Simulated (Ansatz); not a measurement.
```xyz
10

Si    0.4132   -0.0420   -0.1320
H     0.3903    0.1579    1.3376
N     2.0089    0.1818   -0.7247
H     2.7734   -0.2884   -0.2366
H     2.1764    0.2127   -1.7314
Cl   -0.7865    1.3425   -1.1026
Cl   -0.4350   -1.9206   -0.5073
S    -3.0289   -0.0673    1.9308
H    -3.0142    0.7243    0.8263
H    -2.7314   -1.1739    1.1998
```

Theory: Ansatz, RKS PBE-D4/6-31G*.

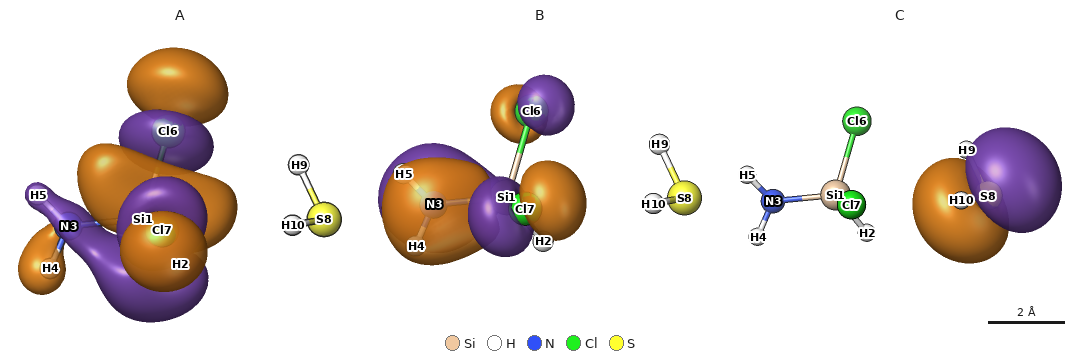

Cl2H3NSi···H2S. Three frontier orbitals at ±0.08 Å⁻³ᐟ² (orange and purple are the two phases), in no order.

**Order the three orbitals by energy and name them.**

B is the HOMO−1 (−6.76 eV). By Hirshfeld shares it lies mainly on N3 (about 65 %) and Cl7 (about 15 %). C is the HOMO (−5.93 eV). By Hirshfeld shares it lies mainly on S8 (about 90 %); largely a lone pair of S8. A is the LUMO (−0.68 eV). It lies mainly on Si1 (about 40 %), Cl6 (about 30 %) and Cl7 (about 20 %).

**What is the HOMO–LUMO gap?**

5.25 eV between the orbital energies.
